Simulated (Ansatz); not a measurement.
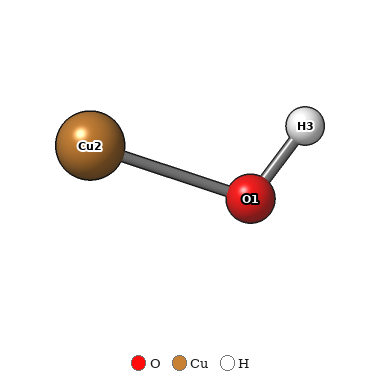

The system is CuHO, SMILES [OH][Cu]; the picture shows the reference structure. First axis: bond length O1–Cu2. Second axis: bond length O1–H3. Nothing is relaxed (all other coordinates rigid). Grid: 15 × 15 points. Points are written as (first, second). All energies are given in eV relative to the lowest grid point. The reference is spin-restricted, which grows unreliable where a bond is stretched far. These are results of RKS PBE0-D4/def2-TZVP (Ansatz), not measurements.

Its coordinates:

```xyz
3

O    -0.3333   -0.4337   -0.2376
Cu    1.1598    0.0029    0.6378
H    -0.8373    0.3660   -0.4134
```

Range: bond length O1–Cu2 from 1.535 to 2.499 Å; bond length O1–H3 from 0.788 to 1.442 Å.

Question: What landscape does the calculation give?

Answer: The lowest grid point is at (1.810 Å, 0.975 Å). No other kind of well shows on this grid. The highest grid point, (2.499 Å, 1.442 Å), lies 3.92 eV above the lowest. Round the minimum the two coordinates are nearly uncoupled.

```tsv
bond length O1–H3 ↓, bond length O1–Cu2 →	1.535	1.604	1.673	1.742	1.810	1.879	1.948	2.017	2.086	2.155	2.224	2.292	2.361	2.430	2.499
1.442	3.17	2.71	2.46	2.36	2.36	2.43	2.54	2.69	2.85	3.03	3.21	3.39	3.57	3.75	3.92
1.396	2.91	2.44	2.19	2.08	2.08	2.15	2.26	2.41	2.58	2.75	2.93	3.11	3.29	3.47	3.64
1.349	2.63	2.16	1.90	1.80	1.79	1.86	1.98	2.12	2.29	2.46	2.64	2.82	3.01	3.18	3.36
1.302	2.36	1.88	1.62	1.51	1.50	1.57	1.68	1.83	2.00	2.17	2.35	2.53	2.72	2.89	3.07
1.255	2.09	1.60	1.34	1.22	1.22	1.28	1.40	1.54	1.71	1.88	2.07	2.25	2.43	2.61	2.78
1.209	1.82	1.34	1.07	0.95	0.94	1.01	1.12	1.27	1.43	1.61	1.79	1.97	2.16	2.34	2.51
1.162	1.57	1.08	0.80	0.69	0.68	0.74	0.86	1.00	1.17	1.34	1.53	1.71	1.89	2.07	2.25
1.115	1.34	0.84	0.56	0.45	0.44	0.50	0.61	0.76	0.93	1.10	1.29	1.47	1.65	1.83	2.01
1.069	1.14	0.64	0.36	0.24	0.23	0.30	0.41	0.56	0.72	0.90	1.08	1.27	1.45	1.63	1.81
1.022	1.00	0.49	0.21	0.09	0.08	0.14	0.26	0.40	0.57	0.75	0.93	1.12	1.30	1.48	1.66
0.975	0.93	0.42	0.14	0.01	0.00	0.06	0.18	0.32	0.49	0.67	0.86	1.04	1.23	1.41	1.58
0.929	0.96	0.45	0.16	0.04	0.02	0.09	0.20	0.35	0.52	0.70	0.88	1.07	1.25	1.44	1.61
0.882	1.14	0.62	0.33	0.21	0.19	0.26	0.37	0.52	0.69	0.87	1.05	1.24	1.43	1.61	1.79
0.835	1.51	0.99	0.70	0.57	0.56	0.62	0.74	0.89	1.05	1.24	1.42	1.61	1.80	1.98	2.16
0.788	2.15	1.63	1.34	1.21	1.20	1.26	1.37	1.52	1.69	1.87	2.06	2.25	2.44	2.62	2.80
```

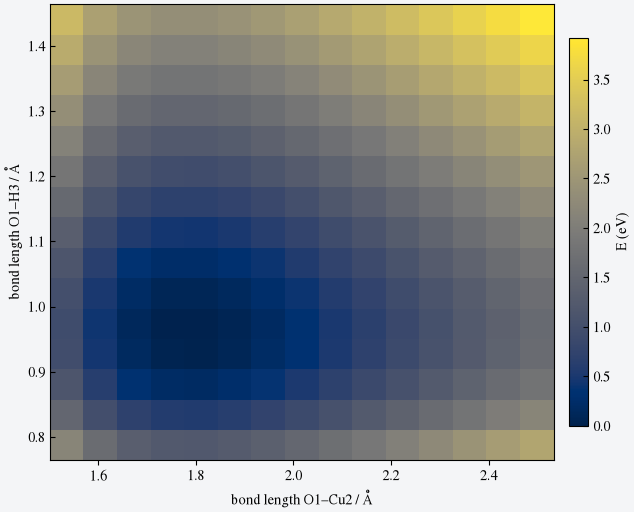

Drawn: one coloured cell a grid point.

The whole map (225 points run) took 4.3 min on 1 thread of Intel(R) Xeon(R) 6975P-C (Granite Rapids), on a shared host.
